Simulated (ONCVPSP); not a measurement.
Run report: Kr, pseudopotential generation

- system: krypton (Kr, Z = 36), core [Ar] 3d10, reference valence 4s2 4p4 (an ion of charge +2), valence charge 8.
- method: ONCV potential, PBE, scalar-relativistic, made with ONCVPSP 4.0.1

## Input file
```
# ATOM AND REFERENCE CONFIGURATION
# atsym  z   nc   nv     iexc    psfile
  Kr 36.00    6    2        4      upf
#
#   n    l    f
    1    0    2.00
    2    0    2.00
    2    1    6.00
    3    0    2.00
    3    1    6.00
    3    2   10.00
    4    0    2.00
    4    1    4.00
#
# PSEUDOPOTENTIAL AND OPTIMIZATION
# lmax
    1
#
#   l,   rc,      ep,       ncon, nbas, qcut
    0    1.15    0.00    4    8    7.20
    1    1.40    0.00    5    9    6.00
#
# LOCAL POTENTIAL
# lloc, lpopt,  rc(5),   dvloc0
    4    5    0.95    2.00
#
# VANDERBILT-KLEINMAN-BYLANDER PROJECTORs
# l, nproj, debl
    0    2    2.00
    1    2    3.60
#
# MODEL CORE CHARGE
# icmod, fcfact, rcfact
    0    0.00    0.00
#
# LOG DERIVATIVE ANALYSIS
# epsh1, epsh2, depsh
   -3.00    5.00    0.02
#
# OUTPUT GRID
# rlmax, drl
    6.00    0.01
#
# TEST CONFIGURATIONS
# ncnf
    4
# nvcnf
#   n    l    f
    2
    4    0    2.00
    4    1    6.00
#
    2
    4    0    2.00
    4    1    5.00
#
    2
    4    0    2.00
    4    1    3.00
#
    2
    4    0    1.00
    4    1    6.00
#
```

Launched with:
```bash
oncvpsp.x < Kr.dat > Kr.out
```

## Output (extracts)
```
ONCVPSP  (Optimized Norm-Conservinng Vanderbilt PSeudopotential)
scalar-relativistic version 4.0.1

#   n    l    f        energy (Ha)
    1    0    2.00    -5.2127502E+02
    2    0    2.00    -6.9462591E+01
    2    1    6.00    -6.1525825E+01
    3    0    2.00    -1.0636790E+01
    3    1    6.00    -8.1089381E+00
    3    2   10.00    -3.9259218E+00
    4    0    2.00    -1.6933413E+00
    4    1    4.00    -1.1384401E+00

Reference configufation results
  iterations    20
  all-electron total energy (Ha)   -2.78881494D+03

Begin loop to  construct optimized pseudo wave functions
and semi-local pseudopoentials for all angular momenta

   Wellstate for l =  0  n =  6
     eigenvalue =   0.3067
     asymptotic potential =   0.8067
     half-point radius =  4.8200

Calculating optimized projector #   1

 for l=   0

    Fraction of norm inside rc  0.249360
    Optimizing pswf for qcut=   7.21 a_B^-1,  ecut=  25.96 Ha
    Residual kinetic energy error=  1.22D-03 Ha
 ERROR pspot:  first pseudo wave function has node,          program will stop
 ERROR pspot: try changing psp parameters for this l
```

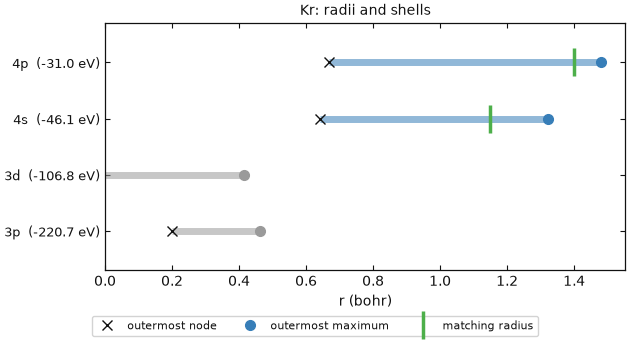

Fig. 1: Outer shells of the all-electron reference atom: each bar runs from the outermost node (or the nucleus) to the outermost maximum of u(r); the tick is the radius chosen for the pseudo-wave. Shells without a tick have no pseudo-wave of their own. Levels, nodes and maxima are from ld1.x, scalar-relativistic.

- Radii against the shells: 4s: 1.15 bohr, between node and maximum; 4p: 1.40 bohr, between node and maximum.

## What the run reported

```tsv
quantity	value
outcome	ended with an error
hardware	1 CPU thread, shared host
```

## Diagnosis

The generator stopped with the message “ERROR pspot: first pseudo wave function has node, program will stop”. In words: the optimised pseudo-wave of the first projector has a node, so the radial equation cannot be inverted for a potential. It was at work on the s channel when it stopped.
